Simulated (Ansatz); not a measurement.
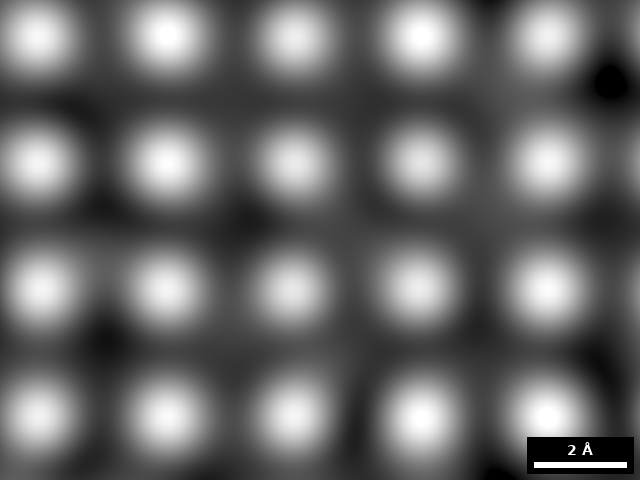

Z-contrast image of PtSe (Fm-3m, No. 225). Simulated incoherent Z contrast: every atom adds Z^1.7 spread by a probe of 1.30 Å full width; channelling and multiple scattering are left out. The probe carries 25 % of its weight in a tail 2.5 times as wide. The display is stretched by a gamma of 0.65; percentages refer to the linear signal. The speckle of an amorphous layer was added. Structure: the input geometry of an electronic-structure calculation (not necessarily at equilibrium); the starting structure was generated, so it need not be a known form of this composition.

```
Pt Se
1.0
     5.56000    0.00000    0.00000
     0.00000    5.56000    0.00000
     0.00000    0.00000    5.56000
Pt Se
4 4
Direct
  0.50000 0.00000 0.00000
  0.50000 0.50000 0.50000
  0.00000 0.00000 0.50000
  0.00000 0.50000 0.00000
  0.00000 0.00000 0.00000
  0.00000 0.50000 0.50000
  0.50000 0.00000 0.50000
  0.50000 0.50000 0.00000
```

Q: Which beam direction gives this image, [001], [221], [210] or [110]? (Directions equivalent by symmetry count as one.)

A: [001]. The projected cells are 2.78 × 2.78 Å, 90° for [001]; 1.31 × 2.07 Å, 108° for [221]; 1.24 × 2.78 Å, 90° for [210]; 3.40 × 3.40 Å, 109° for [110], and the image repeats as the [001] one does.
